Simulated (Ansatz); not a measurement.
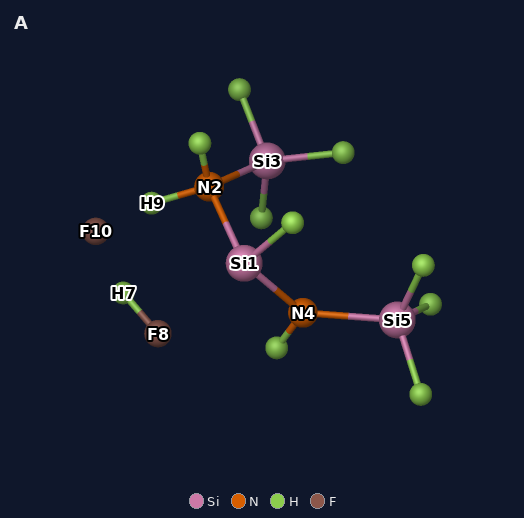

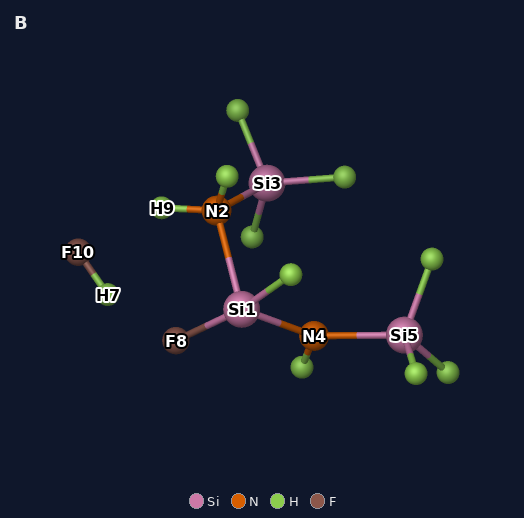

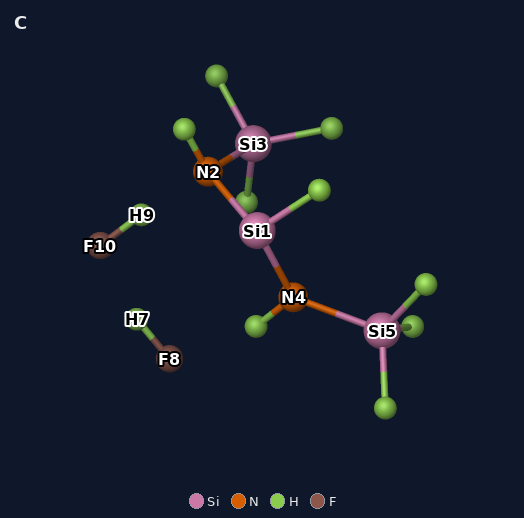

Three stationary points along one reaction path, in mixed order. Sticks follow a distance rule, so a partial bond may show as a full stick or not at all. State: neutral, doublet. Geometries: PBE0-D4/def2-TZVP; all other levels are single points on them, and energies count from the start as drawn. Program: Ansatz 0.2.0.

> Which panel shows the transition state?

A.

> Which bonds form and which break from C to B?

Formed: Si1–F8, N2–H9, H7–F10; broken: H7–F8, H9–F10. At the saddle point Si1···F8 is 2.42 Å, N2···H9 is 1.19 Å, H7···F10 is 1.27 Å, H7···F8 is 1.04 Å, H9···F10 is 1.24 Å.

Give the electronic barrier and the reaction energy from C to B in kJ/mol (no zero-point energy) with UHF-CCSD(T) (frozen core)/def2-SVP; PBE-D4/STO-3G; PBE-QIDH (frozen core)/def2-TZVPP; CAM-B3LYP-D4/def2-TZVPP; B2PLYP (frozen core)/def2-TZVPP; ωB97M-V/def2-TZVPP; ωB97M-V/def2-SVP.

```
                             level  barrier  reaction energy
UHF-CCSD(T) (frozen core)/def2-SVP     35.6            −24.8
                     PBE-D4/STO-3G    −78.7            +25.9
 PBE-QIDH (frozen core)/def2-TZVPP     30.2            −29.9
           CAM-B3LYP-D4/def2-TZVPP     23.8            −27.2
   B2PLYP (frozen core)/def2-TZVPP     31.5            −24.1
                ωB97M-V/def2-TZVPP     23.9            −39.9
                  ωB97M-V/def2-SVP     16.0            −42.2
```

Where the saddle lies below an end point, that level has no barrier at this geometry, which was found with another level.
